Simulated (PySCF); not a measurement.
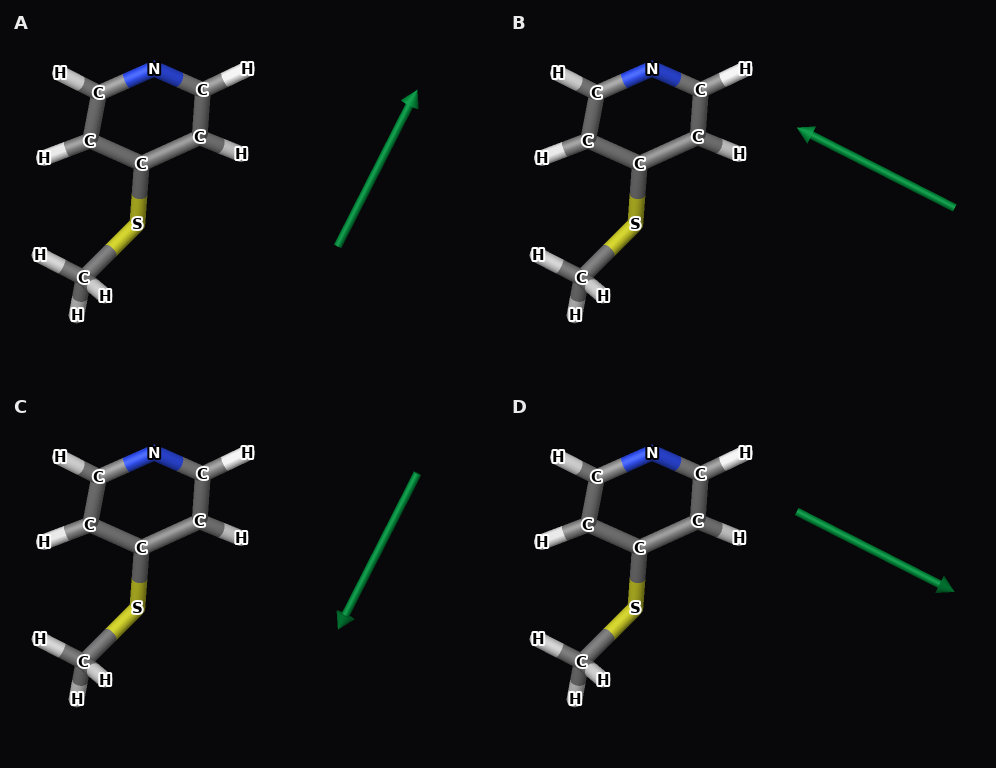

The same molecule four times, each with an arrow. Geometry: an image of a reaction path computed with GFN2-xTB, not a minimum. Level of theory: PBE0/pcSseg-1, gas phase (PySCF 2.14.0).

> Which arrow points along the dipole moment, from the negative to the positive end?

C. The dipole moment is 2.45 D.
